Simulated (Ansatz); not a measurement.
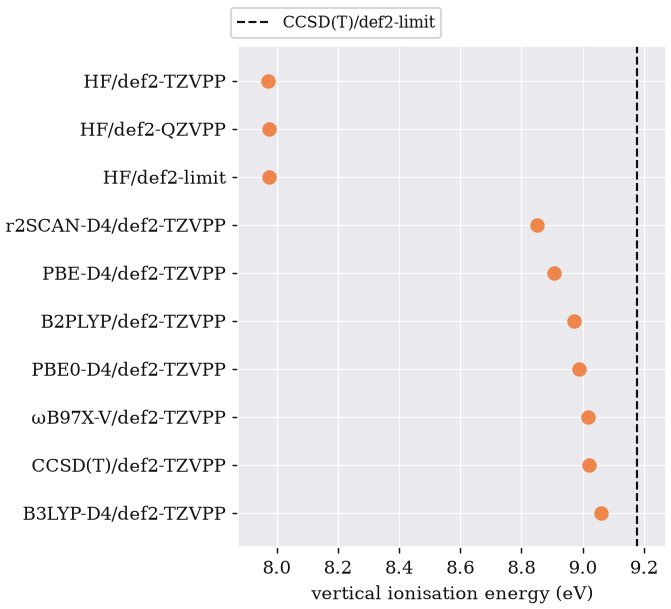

Vertical ionisation energy of C₃H₄O, SMILES CC=C=O, taken as the energy of the cation less that of the neutral at fixed geometry (unrestricted doublet cation, cores frozen in correlated methods, no spin-orbit coupling), the Ansatz code 0.2.0, at a PBE0-D4/def2-TZVP geometry (a minimum by its frequencies). Limit means an estimate of the basis limit from triple and quadruple zeta; for coupled cluster it is either extrapolated directly or built as the MP2 limit plus the step from MP2 in triple zeta. B2PLYP/def2-TZVPP holds a correlation term that converges slowly with the basis, so part of the distance to the limit is basis error. The distance of CCSD(T)/def2-TZVPP to the limit includes basis error.

**Which level comes closest to the line (CCSD(T)/def2-limit), and which misses most?**

Closest B3LYP-D4/def2-TZVPP (9.06 eV), against 9.18 eV; farthest HF/def2-TZVPP (7.97 eV).

**What range do the values span, the line included?**

From 7.97 eV (HF/def2-TZVPP) to 9.18 eV (CCSD(T)/def2-limit).
